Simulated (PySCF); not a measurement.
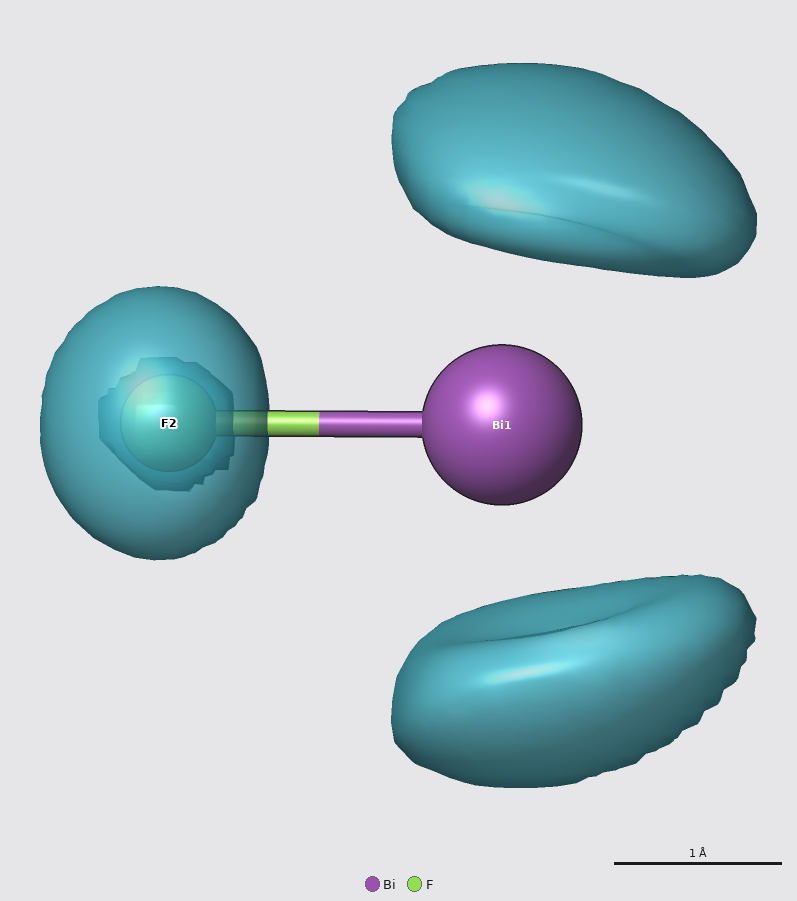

BiF (charge +1, doublet). Isosurface of the electron localisation function at 0.75 (cyan), seen from one side. Core shells and regions of very low density are left out.

Core potentials replace the inner electrons of Bi.

These are results of PySCF, PBE0/def2-SVPD, non-relativistic Hamiltonian with scalar-relativistic core potentials where named, at a bond length of 1.996 Å, not measurements.

### Describe the localisation domains.

The ELF exceeds this value in two lobes on Bi, pointing away from the bonds (non-bonding electrons) and one region wrapped around F (its valence shell). Profiles from the grid: Bi–F (2.00 Å): the ELF peaks at about 0.85 in the valence shell of F, 0.5 Å from its nucleus, and drops to about 0.15 between the two atoms.
